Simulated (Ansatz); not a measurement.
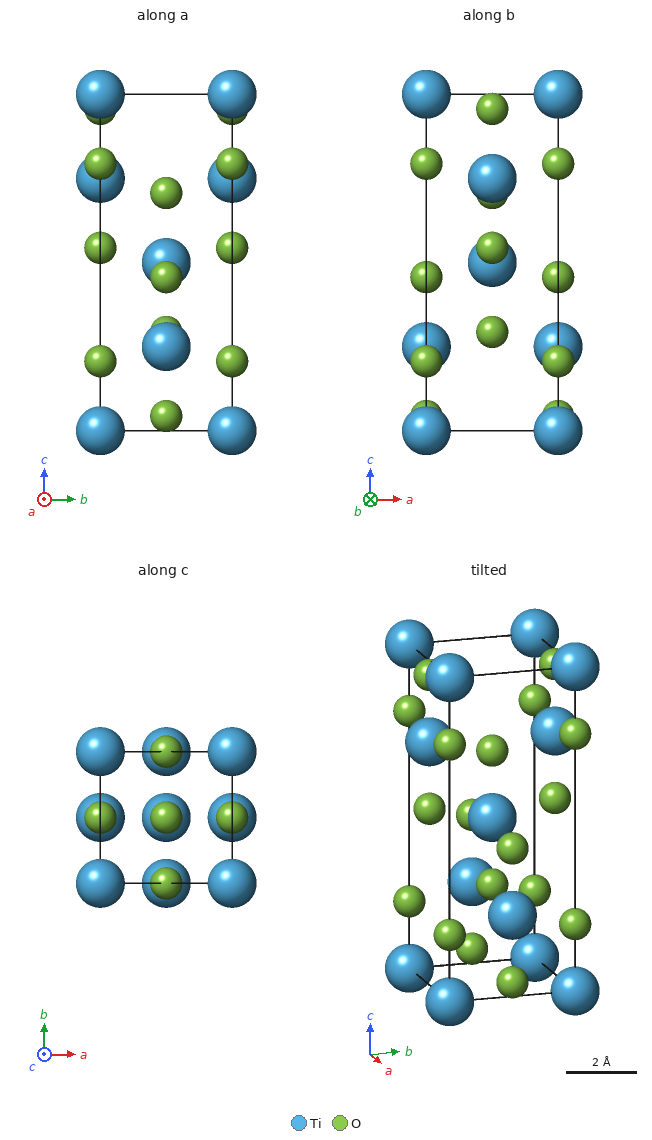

View along the a axis, along the b axis, along the c axis and slightly off an axis, drawn as a spheres-only model. Atoms at the boundary of the conventional unit cell (the box) are drawn once for each face, edge or corner they touch.

Lattice parameters: a = 3.7987 Å, b = 3.7987 Å, c = 9.7020 Å, α = 90.000°, β = 90.000°, γ = 90.000°.

> Put the structure into a CIF in P1 with every atom of the cell, with free fractional coordinates to two decimals.

```cif
data_structure
_symmetry_space_group_name_H-M 'P 1'
_symmetry_Int_Tables_number 1
_cell_length_a 3.7987
_cell_length_b 3.7987
_cell_length_c 9.7020
_cell_angle_alpha 90.000
_cell_angle_beta 90.000
_cell_angle_gamma 90.000
_cell_volume 140.00
loop_
_atom_site_label
_atom_site_type_symbol
_atom_site_fract_x
_atom_site_fract_y
_atom_site_fract_z
_atom_site_occupancy
Ti1 Ti 0.00 0.50 0.25 1
Ti2 Ti 0.00 0.00 0.00 1
O1 O 0.00 0.50 0.04 1
O2 O 0.50 0.50 0.29 1
O3 O 0.00 0.00 0.21 1
O4 O 0.00 0.50 0.46 1
Ti3 Ti 0.50 0.00 0.75 1
Ti4 Ti 0.50 0.50 0.50 1
O5 O 0.50 0.00 0.54 1
O6 O 0.00 0.00 0.79 1
O7 O 0.50 0.50 0.71 1
O8 O 0.50 0.00 0.96 1
```

The cell started as a structure type filled with these elements by a generator (whether the compound takes this form wasn't checked). Atoms and cell were optimised with DFT, PBE, plane waves, PAW in Ansatz 0.2.0.
